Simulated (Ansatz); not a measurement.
BrClH4MgSi

```yaml
atoms:
  - { symbol: Mg, position_ang: [-0.8550, -1.0412, -0.7008] }
  - { symbol: Si, position_ang: [0.9162, 0.2427, 0.7941] }
  - { symbol: Cl, position_ang: [-1.7011, -2.9484, -1.3543] }
  - { symbol: H, position_ang: [-0.5837, 1.0604, -0.5672] }
  - { symbol: Br, position_ang: [-1.7263, 1.3253, -1.5800] }
  - { symbol: H, position_ang: [2.2733, -0.2464, 0.4138] }
  - { symbol: H, position_ang: [1.0048, 1.7370, 0.7762] }
  - { symbol: H, position_ang: [0.6719, -0.1296, 2.2182] }
```

A transition-state structure; geometry: PBE0-D4/def2-TZVP.

Level of theory: Ansatz, RKS PBE0-D4/def2-TZVPP.

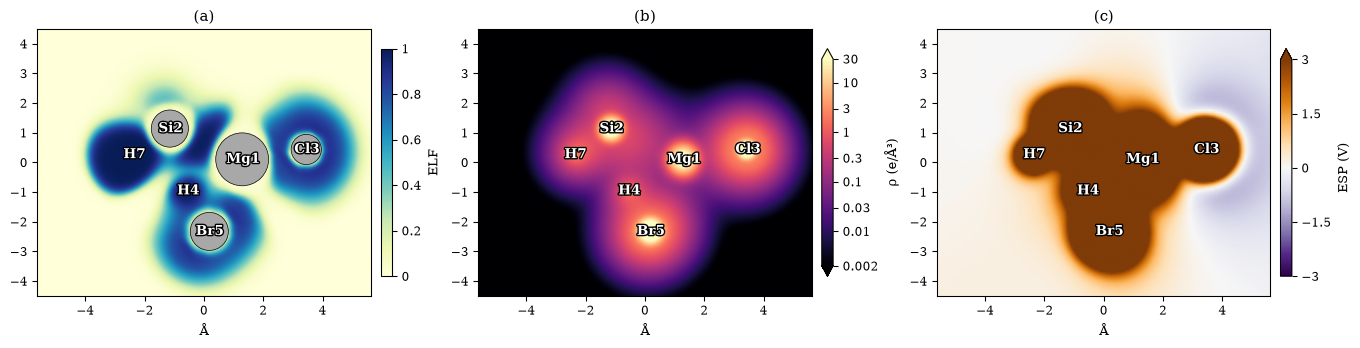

Figure 1. (a) electron localisation function; (b) electron density; (c) electrostatic potential on the plane of atoms Si2, Mg1 and H4. Grey discs cover the atomic cores in the ELF map.

> What do the fields say about this system?

The section cuts through Mg, Si, Cl, H and Br sites.
Mg–Cl (2.19 Å): ρ at the midpoint is about 0.55 e/Å³; the ELF peaks at about 0.85 in the valence shell of Cl, 0.9 Å from its nucleus, and falls to about 0.05 next to Mg: a largely ionic contact.
Mg–Si (2.65 Å): ρ is about 0.34 e/Å³ halfway; the ELF peaks at about 1 in the valence shell of Si, 1.2 Å from its nucleus, and is about 1 at the midpoint.
Mg–Br (2.67 Å): ρ at the midpoint is about 0.27 e/Å³; the ELF peaks at about 0.75 in the valence shell of Br, 1.0 Å from its nucleus, and falls to about 0 next to Mg: a largely ionic contact.
Si–H (1.50 Å): the density is about 0.77 e/Å³ at the midpoint; the ELF climbs to about 1 towards the hydrogen, as it does in any bond to H.
Br–H (1.55 Å): ρ is about 1.4 e/Å³ halfway; the ELF climbs to about 1 towards the hydrogen.
Outside the dense part of the molecule the potential is most negative (−1.0 V) near Cl3.

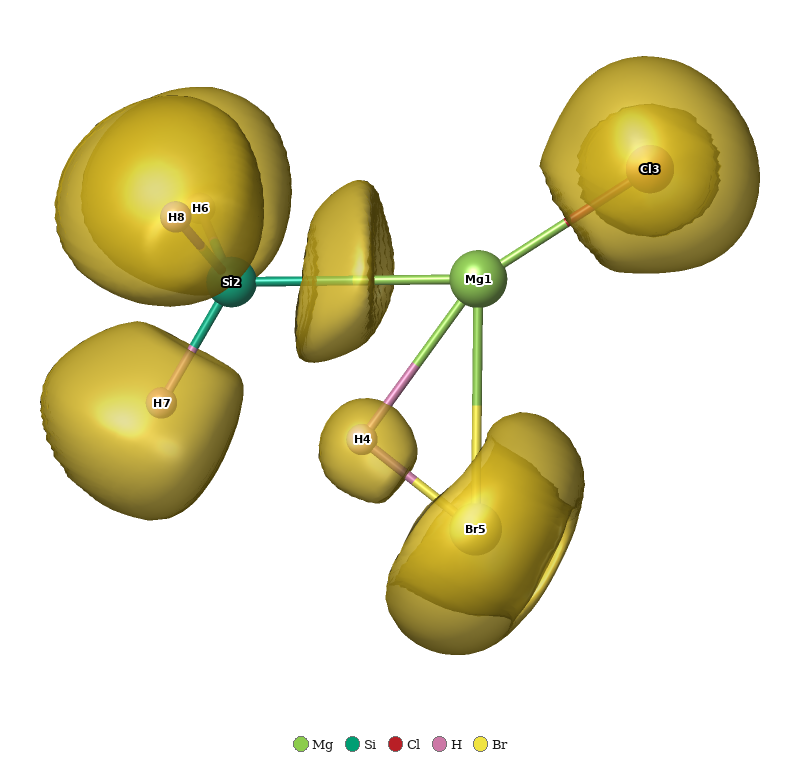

Figure 2. Isosurface of the ELF at 0.8 (yellow), seen across its widest extent. Core shells and regions of very low density are left out.

> Where are the electrons localised?

The ELF exceeds this value in four regions around hydrogen nuclei, one lobe of the valence shell of Si pointing towards Mg (polar bonds), one region wrapped around Br (its valence shell) and one region wrapped around Cl (its valence shell).

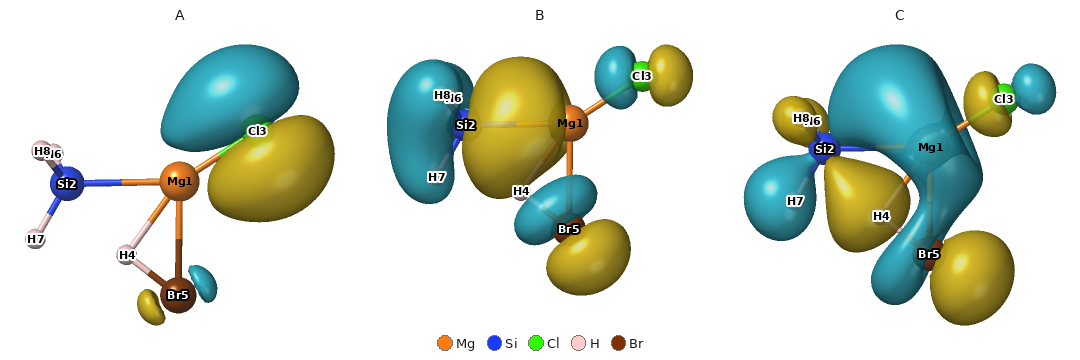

Figure 3. Three frontier orbitals at ±0.06 Å⁻³ᐟ² (yellow and cyan are the two phases), in no order.

> Order the three orbitals by energy and name them.

A is the HOMO−1 (−8.52 eV). It lies mainly on Cl3 (about 90 %); largely a lone pair of Cl3. B is the HOMO (−7.46 eV). By Hirshfeld shares it lies mainly on Si2 (about 45 %), Mg1 (about 15 %) and Br5 (about 15 %). C is the LUMO (−1.86 eV). Its weight (Hirshfeld) is mainly on Mg1 (about 30 %), Br5 (about 25 %), Si2 (about 15 %) and H4 (about 15 %).

> What is the HOMO–LUMO gap?

5.60 eV between the orbital energies.
